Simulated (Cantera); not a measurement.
A closed system holds: 1 mol Si, 3.4 mol SF6, 32 mol N2, at 1250 °C.

These are equilibrium values from Cantera (NASA tables, ideal gas, pure condensed phases), not measurements of a reactor. Candidate condensed phases: S, Si, Si3N4; 29 gas species. The tables' values for SF3, S2F2 (SSF2), SF5 are old estimates; treat these amounts as uncertain. Equilibrium is a limit: real reactors are often held back by kinetics, nucleation or transport.

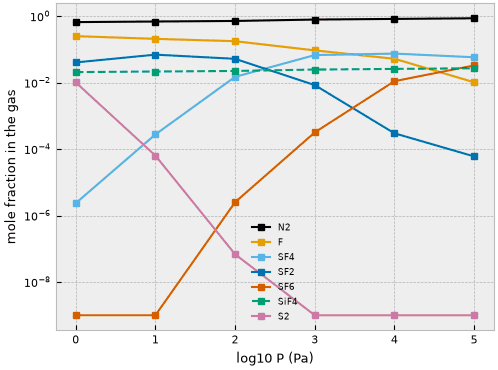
Figure: Equilibrium gas composition (values under 1e-9 drawn at 1e-9)

From 0.00750 Torr to 750 Torr nothing is condensed. The main Si-bearing gas is SiF4 throughout.
